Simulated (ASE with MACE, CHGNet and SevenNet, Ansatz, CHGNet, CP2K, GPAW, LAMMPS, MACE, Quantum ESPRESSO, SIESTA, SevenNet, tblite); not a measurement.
**Running glassy 69SiO2-19Al2O3-6SrO-6Li2O (mol %) (106 atoms) with machine-learned potentials**

Wanted: machine-learned potentials inputs and outputs for glassy 69SiO2-19Al2O3-6SrO-6Li2O (mol %) (106 atoms), checked against a plane-wave reference.

Method: the method is named at each step, in ASE with MACE, CHGNet and SevenNet.

## (1) The starting structure

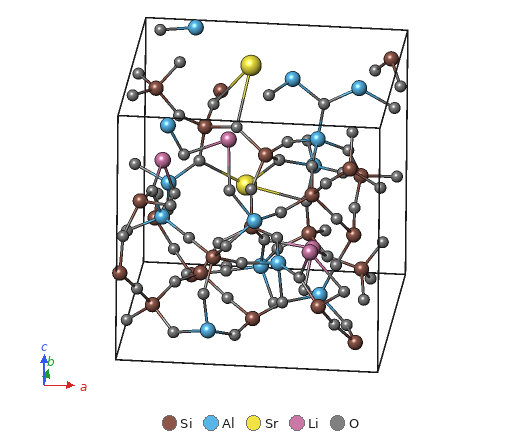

The cell as given, slightly off an axis (silicon brown, aluminium blue, strontium yellow, lithium pink, oxygen grey). Bonds to atoms that aren't drawn are left out. Some periodic images of atoms are drawn too.

The cell holds 106 atoms: 22 Si, 12 Al, 2 Sr, 4 Li and 66 O. Cell: a = 11.659 Å, b = 11.659 Å, c = 11.659 Å, α = 90.0°, β = 90.0°, γ = 90.0°. 106 atoms (22 Si, 12 Al, 2 Sr, 4 Li, 66 O) placed at random at 2.31 g/cm³, melted at 4000 K for 10 ps at fixed volume with the Morse and Coulomb pair potential with partial charges (Pedone, Malavasi, Menziani, Cormack and Segre, J. Phys. Chem. B 110, 11780 (2006)). Quenched from 4000 K to 300 K at 50 K/ps and fixed volume, held 5 ps.

The yardstick, on the same geometry:

- method: Kohn-Sham DFT, PBE, SSSP efficiency 1.3.0 pseudopotentials, plane waves (Quantum ESPRESSO 7.5); sssp-pbe-1.3.0-efficiency, cutoffs 60/480 Ry, Γ point
- r.m.s. force component: 1.325 eV/Å
- longest force: 5.255 eV/Å
- pressure: 1.859 GPa
- gap (highest filled to lowest empty level): 2.915 eV
- time: 4.8 min on 4 MPI ranks of Arm Neoverse V2, shared host
- CPU time: 19 min

## (2) MACE MP-0b2 small potential

Method: machine-learned interatomic potential MACE MP-0b2 small, trained on PBE(+U) plane-wave data.

run.py

```python
import numpy as np
from ase.io import read
import mlip  # loads the published weights by name

atoms = read("structure.xyz")
atoms.calc = mlip.calc("mace-mp-0b2-small")
energy = atoms.get_potential_energy()
forces = atoms.get_forces()
print(f"energy {energy:.6f} eV")
print("forces (eV/A)")
for i, (a, f) in enumerate(zip(atoms, forces)):
    print(f"{i:4d} {a.symbol:2s} {f[0]:10.5f} {f[1]:10.5f} {f[2]:10.5f}")
stress = -atoms.get_stress(voigt=False) * 160.21766
print("stress (GPa, compression positive)")
for row in stress:
    print(" ".join(f"{x:10.4f}" for x in row))
```

structure.xyz

```xyz
106
Lattice="11.65850 0.00000 0.00000 0.00000 11.65850 0.00000 0.00000 0.00000 11.65850" Properties=species:S:1:pos:R:3 pbc="T T T"
Si 3.37933 11.50647 8.40520
Si 5.42085 5.58407 4.38733
Si 10.11445 7.02156 6.49402
Si 0.89129 1.33630 7.09373
Si 4.14203 1.51106 4.50554
Si 0.92662 7.33751 10.06746
Si 7.55098 9.68075 2.53491
Si 3.25890 4.75539 2.41587
Si 10.04520 8.29747 1.52167
Si 5.73575 3.32594 0.92953
Si 10.23943 1.03015 9.22397
Si 0.12323 0.23795 4.04678
Si 8.91432 0.75990 2.69941
Si 8.38456 2.74511 7.20425
Si 10.12179 4.06136 4.85367
Si 3.02270 8.27777 7.96380
Si 11.08793 10.14453 10.87260
Si 10.39029 2.57361 0.33017
Si 5.84196 7.19854 7.18933
Si 2.56767 7.53979 1.16911
Si 1.39261 2.18993 1.82351
Si 0.78508 8.85755 3.25389
Al 6.06405 0.49094 6.73430
Al 2.22677 11.62994 11.31364
Al 1.63697 3.62626 5.46049
Al 8.61785 4.23005 1.84647
Al 8.31333 5.64551 8.69922
Al 5.63770 7.66511 1.69363
Al 4.03081 0.58782 1.37419
Al 7.76713 9.45015 5.87740
Al 7.17441 5.66428 11.50426
Al 6.89251 2.94377 3.79403
Al 1.56539 6.99510 5.72887
Al 10.12821 5.75079 11.18610
Sr 4.77544 9.44805 4.79712
Sr 4.97002 9.01179 10.69562
Li 8.02140 6.71809 3.04485
Li 4.80330 1.20887 10.27638
Li 8.54347 0.52603 5.36268
Li 1.52726 4.68532 7.72807
O 9.17944 8.33140 6.06545
O 8.52073 8.37220 2.01937
O 10.29679 7.00349 0.58910
O 4.51137 4.29149 1.46407
O 9.11100 1.58486 8.25025
O 5.09593 1.89019 0.69403
O 11.59484 1.07072 8.38060
O 10.27708 11.14599 9.87405
O 2.96091 2.40480 5.01187
O 2.42520 1.32231 0.91030
O 3.99653 5.17054 3.71253
O 6.32287 8.46978 6.46697
O 0.01795 7.41038 6.37767
O 7.43020 9.62864 4.09913
O 6.28125 7.10679 0.19318
O 5.86458 6.79457 3.30705
[... 46 atom lines left out ...]
O 4.96582 0.27491 8.23545
O 3.82760 0.53338 3.12786
O 10.32500 9.59565 0.56101
O 8.57949 5.68655 10.37863
```

The run is started by

```
> OMP_NUM_THREADS=1 python run.py > output.txt
```

Log:

```text
energy -786.760457 eV
forces (eV/A)
   0 Si   -0.30715   -0.69196   -2.21995
   1 Si    1.38950    0.63234   -0.28944
   2 Si    0.10765    0.60852   -2.04129
   3 Si    0.91299   -3.04852   -1.17190
   4 Si   -0.07748   -2.64625   -1.78836
   5 Si   -1.14730    2.32317    0.78742
   6 Si    2.85997   -0.23941   -0.20316
   7 Si    0.50075    0.11489   -3.24937
   8 Si    0.59286    0.31612   -3.00478
   9 Si   -0.92641    1.94341   -0.89742
  10 Si    0.12049   -1.07982    1.23969
  11 Si   -1.64612   -0.75208    0.81164
  12 Si    1.50728   -1.07714    0.04243
  13 Si    1.09024   -0.38474    0.78578
  14 Si    1.50629    2.76735    0.59637
  15 Si    0.13891    1.54678   -1.63907
  16 Si    1.28694   -1.16818    0.53294
  17 Si   -1.35798   -0.26025    4.29675
  18 Si   -2.01253   -2.81949    1.33765
  19 Si   -3.42720   -0.18064    0.62253
  20 Si    1.97128    0.45479    2.52399
  21 Si    0.28959    0.24374   -0.28630
  22 Al    0.32169    0.88850    0.89405
  23 Al    1.25315    0.83509   -0.07511
[...]
98 O     0.35368   -0.27653   -0.58026
  99 O    -0.60096   -0.58600   -0.08444
 100 O     1.14390    0.14955   -0.15779
 101 O    -0.86586   -1.10141   -0.19240
 102 O     0.44976   -0.05085   -0.02583
 103 O     0.00170   -0.49869    0.21652
 104 O    -0.37920    1.03281   -0.93427
 105 O    -0.42402    0.28752    1.02342
stress (GPa, compression positive)
    3.0436     1.2546     1.0920
    1.2546    -0.1107    -0.4041
    1.0920    -0.4041     2.3368
```

It took 5.8 s on 1 thread of Arm Neoverse V2, shared host; peak memory 0.67 GiB.

Banners, paths, timers and routine set-up lines are dropped from the logs unmarked, and long logs keep their key lines alone; longer cuts are marked.

Numbers from this run, and their distance from the reference:

```
r.m.s. force component                  : 1.273 eV/Å
r.m.s. difference of force components   : 122.1 meV/Å
longest difference of force vectors     : 644.4 meV/Å
force difference over r.m.s. force      : 9.21 %
slope of forces against the reference's : 0.9572
correlation of force components         : 0.9964
pressure                                : 1.757 GPa
pressure difference                     : -0.1024 GPa
```

Length of the force difference by element (eV/Å):

| element | atoms | mean | most |
| --- | --- | --- | --- |
| Al | 12 | 0.27 | 0.64 |
| Li | 4 | 0.093 | 0.12 |
| O | 66 | 0.15 | 0.38 |
| Si | 22 | 0.25 | 0.57 |
| Sr | 2 | 0.11 | 0.15 |

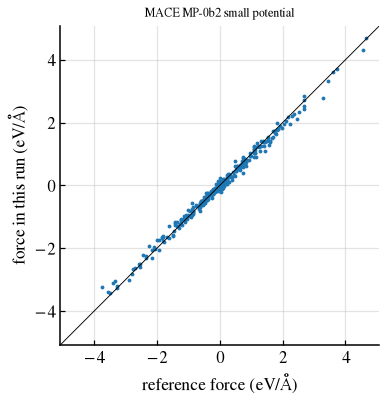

Force components against those of the reference; the line marks equality.

The surroundings of Sr35, one of the 2 Sr atoms, nearest first, numbered as they follow in the input and with coordinates relative to it.

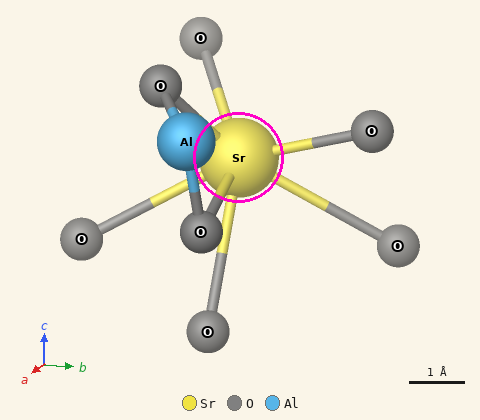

The atoms of the table, within 3.3 Å (arrows a, b, c point along x, y, z); some may hide others; the central atom is ringed.

| atom | x | y | z | distance (Å) | bonds | Fx | Fy | Fz (eV/Å) |
| --- | --- | --- | --- | --- | --- | --- | --- | --- |
| Sr35 | 0.00 | 0.00 | 0.00 | 0.00 | 4 | -0.50 | 0.31 | -0.42 |
| O52 | 1.55 | -0.98 | 1.67 | 2.48 | 3 | 1.17 | 3.61 | -1.78 |
| O91 | 0.04 | 2.58 | 0.73 | 2.68 | 3 | -0.53 | -0.62 | -0.01 |
| O54 | 2.65 | 0.18 | -0.70 | 2.75 | 3 | -0.70 | -0.47 | 2.73 |
| O83 | -1.97 | -1.39 | 1.62 | 2.90 | 3 | -0.04 | 0.75 | -1.61 |
| Al30 | 2.99 | 0.00 | 1.08 | 3.18 | 4 | 1.42 | -3.10 | -0.43 |
| O56 | 1.09 | -2.65 | -1.49 | 3.23 | 3 | 0.29 | 1.40 | -0.31 |
| O88 | 1.41 | -0.11 | -2.93 | 3.25 | 3 | -2.58 | -0.12 | -0.95 |
| O104 | -0.95 | 2.74 | -1.67 | 3.35 | 2 | 0.00 | -0.50 | 0.22 |

Atoms are counted from 1 here, from 0 in the log.

Forces lie 9.2 % from the reference's, at 0.0050 times its CPU time (on 1 against 4 cores).

## (3) CHGNet r2SCAN potential

Method: machine-learned interatomic potential CHGNet r2SCAN, trained on r2SCAN plane-wave data.

Edit run.py of step 2 so:

```diff
@@ -5,3 +5,3 @@
 atoms = read("structure.xyz")
-atoms.calc = mlip.calc("mace-mp-0b2-small")
+atoms.calc = mlip.calc("chgnet-r2scan")
 energy = atoms.get_potential_energy()
```

structure.xyz is that of step 2.

Log:

```text
CHGNet vr2scan initialized with 412,525 parameters
CHGNet will run on cpu
energy -1024.219116 eV
forces (eV/A)
   0 Si   -0.11777   -0.96491   -2.11157
   1 Si    1.25887    0.92708   -0.22430
   2 Si    0.13873    0.22142   -1.57655
   3 Si    0.72717   -2.89729   -1.11119
   4 Si    0.02904   -2.24781   -1.41715
   5 Si   -0.70705    1.89854    0.73781
   6 Si    2.31656   -0.39596   -0.24863
   7 Si    0.37340    0.25736   -3.05100
   8 Si    0.32544    0.29147   -2.43857
   9 Si   -0.91300    1.79518   -0.72795
  10 Si    0.13488   -0.85884    0.85179
  11 Si   -1.46220   -0.71102    0.71406
  12 Si    1.46192   -1.08303    0.14161
  13 Si    1.05032   -0.39938    0.28083
  14 Si    1.06290    2.36454    0.63340
  15 Si    0.33139    1.39736   -1.29731
  16 Si    1.16203   -1.18591    0.54835
  17 Si   -1.31671    0.01606    3.94302
  18 Si   -2.07310   -2.34830    1.27516
  19 Si   -3.05019    0.07929    0.37822
  20 Si    1.82764    0.39600    2.24928
  21 Si    0.50679    0.14703   -0.27148
  22 Al    0.06130    0.49501    0.44769
  23 Al    1.09575    0.54554   -0.03162
[...]
98 O     0.33131   -0.04638   -0.31805
  99 O    -0.18352   -0.41873    0.24666
 100 O     0.76200    0.08749   -0.06927
 101 O    -0.57925   -0.42295   -0.18390
 102 O     0.02050   -0.03445   -0.17911
 103 O     0.02961   -0.12332    0.11463
 104 O    -0.15031    0.90052   -1.06482
 105 O    -0.22890    0.19235    1.05674
stress (GPa, compression positive)
   -1.1665     1.0995     0.9052
    1.0995    -3.6400    -0.3194
    0.9052    -0.3194    -1.7217
```

Run time: 3.6 s. Hardware: 1 thread; peak memory 1.3 GiB.

Against the reference:

```yaml
r_m_s_force_component: 1.078 eV/Å
r_m_s_difference_of_force_components: 329.4 meV/Å
longest_difference_of_force_vectors: 1223 meV/Å
force_difference_over_r_m_s_force: 24.85 %
slope_of_forces_against_the_reference_s: 0.7996
correlation_of_force_components: 0.9835
pressure: -2.176 GPa
pressure_difference: -4.035 GPa
```

Against the first run (9.2 %), the force difference from the reference is 25 %, at 0.62 times the CPU time; this potential was trained at another functional than the reference's.

## (4) SevenNet l3i5 potential

Method: machine-learned interatomic potential SevenNet l3i5, trained on PBE(+U) plane-wave data.

Edit run.py of step 3 so:

```diff
@@ -5,3 +5,3 @@
 atoms = read("structure.xyz")
-atoms.calc = mlip.calc("chgnet-r2scan")
+atoms.calc = mlip.calc("7net-l3i5")
 energy = atoms.get_potential_energy()
```

structure.xyz is that of step 3.

Log:

```text
energy -786.569397 eV
forces (eV/A)
   0 Si   -0.40798   -0.81852   -2.27387
   1 Si    1.52393    0.80901   -0.27127
   2 Si    0.11938    0.46119   -1.85168
   3 Si    1.06954   -3.32635   -1.23155
   4 Si   -0.00431   -2.72815   -1.72065
   5 Si   -1.01998    2.51691    0.89664
   6 Si    2.58453   -0.36607   -0.10150
   7 Si    0.67486    0.18629   -3.24059
   8 Si    0.59102    0.36970   -2.90652
   9 Si   -0.95183    2.23366   -0.92223
  10 Si    0.14818   -1.13277    1.14932
  11 Si   -1.67264   -0.73954    0.73302
  12 Si    1.51990   -1.03983    0.09890
  13 Si    1.05486   -0.35384    0.64504
  14 Si    1.57581    3.09613    0.69276
  15 Si    0.18425    1.54615   -1.65929
  16 Si    1.43561   -1.28459    0.54341
  17 Si   -1.22765   -0.33155    4.38380
  18 Si   -1.94888   -2.79190    1.23842
  19 Si   -3.39082    0.01041    0.60420
  20 Si    2.00271    0.56834    2.64150
  21 Si    0.45653    0.06293   -0.32567
  22 Al    0.27166    0.75193    0.76705
  23 Al    1.33619    0.76864   -0.14955
[...]
98 O     0.25946   -0.26583   -0.60283
  99 O    -0.55872   -0.54847    0.00969
 100 O     1.14626    0.11647   -0.15297
 101 O    -0.87191   -1.15111   -0.28152
 102 O     0.47251   -0.02583    0.05880
 103 O    -0.05361   -0.47448    0.11114
 104 O    -0.42419    1.05248   -0.96043
 105 O    -0.40978    0.28213    1.04530
stress (GPa, compression positive)
    2.8359     1.2865     1.1530
    1.2865    -0.3532    -0.3742
    1.1530    -0.3742     2.2873
```

Elapsed: 9.2 s, on 1 thread; peak memory 1.6 GiB.

Numbers from this run, and their distance from the reference:

```yaml
r_m_s_force_component: 1.293 eV/Å
r_m_s_difference_of_force_components: 66.39 meV/Å
longest_difference_of_force_vectors: 257.3 meV/Å
force_difference_over_r_m_s_force: 5.009 %
slope_of_forces_against_the_reference_s: 0.9745
correlation_of_force_components: 0.999
pressure: 1.59 GPa
pressure_difference: -0.269 GPa
```

Against the first run (9.2 %), the force difference from the reference is 5.0 %, at 1.6 times the CPU time.

## (5) All runs compared

Differences are against the plane-wave reference, forces as r.m.s. over components; share is that over the reference's r.m.s. force, slope the least-squares factor from reference forces to these. Total energies of different programs have different zeros and aren't compared.

| run | Δ force, r.m.s. (meV/Å) | share (%) | slope | Δ pressure (GPa) | cores | CPU time | memory (GiB) |
| --- | --- | --- | --- | --- | --- | --- | --- |
| reference | - | - | - | - | 4 | 19 min | 5.3 |
| MACE MP-0b2 small potential | 122 | 9.21 | 0.957 | -0.102 | 1 | 5.8 s | 0.67 |
| CHGNet r2SCAN potential | 329 | 24.9 | 0.800 | -4.04 | 1 | 3.6 s | 1.3 |
| SevenNet l3i5 potential | 66.4 | 5.01 | 0.975 | -0.269 | 1 | 9.2 s | 1.6 |

Times of the machine-learned potentials are mostly Python's start and the loading of weights.

CPU time is summed over cores on a shared host, where runs went side by side, so it is rough. Symmetry, cutoffs, thresholds, outputs and thread counts weren't matched or tuned between programs; memory under MPI is the largest rank's times the ranks.

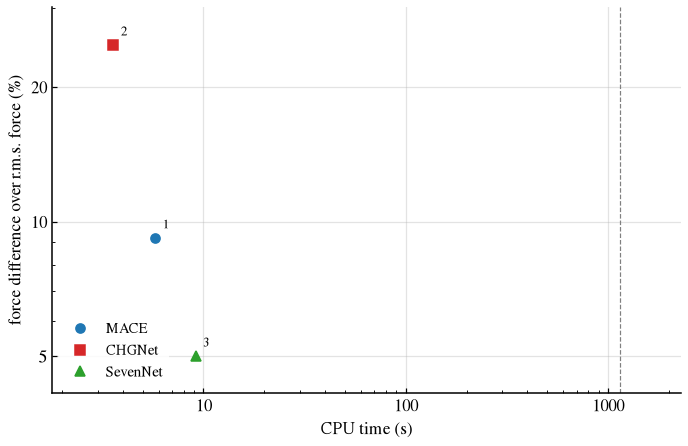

Force difference against CPU time; the dashed line marks the reference's time. Points: 1 MACE MP-0b2 small potential; 2 CHGNet r2SCAN potential; 3 SevenNet l3i5 potential.

## (6) What came out

| Property | Result |
| --- | --- |
| nearest in forces | SevenNet l3i5 potential, 5.0 % |
| its CPU time | 9.2 s |

Machine-learned potentials differ by 5.0 % (SevenNet l3i5 potential) to 25 % (CHGNet r2SCAN potential); they were trained on other programs' data, some at another functional. The reference's pressure holds the uncorrected Pulay stress of its 60 Ry basis, so small pressure differences, and their order, may be the reference's own error. Machine-learned potentials mimic data converged in k, so the reference's own k-point error enters their differences. The quench rate of 50 K/ps is many orders above laboratory rates, so the cell is likely richer in defects and strain than a real sample. The network of bonds at the start is that of the classical potential that made the cell, and needn't be the one that DFT or experiment would give. The reference's stress is far from hydrostatic: its diagonal is 3.1, -0.1, 2.5 GPa, compression counted positive. The electronic-structure runs sample only Γ, in a cell whose shortest periodic width is 12 Å.

[Also dropped from logs without a mark: logging warnings of Python, and SIESTA's first energy breakdown and zero terms.]

[Logs are printed without paths, hosts, clocks, repeated set-up lines and the standing remarks that a program may print on its own settings, such as how far it seeks lower states.]

[Hosts, paths, dates, database ids (printed as entryN), source tags and the programs' standing remarks are cut or masked in the printed files.]
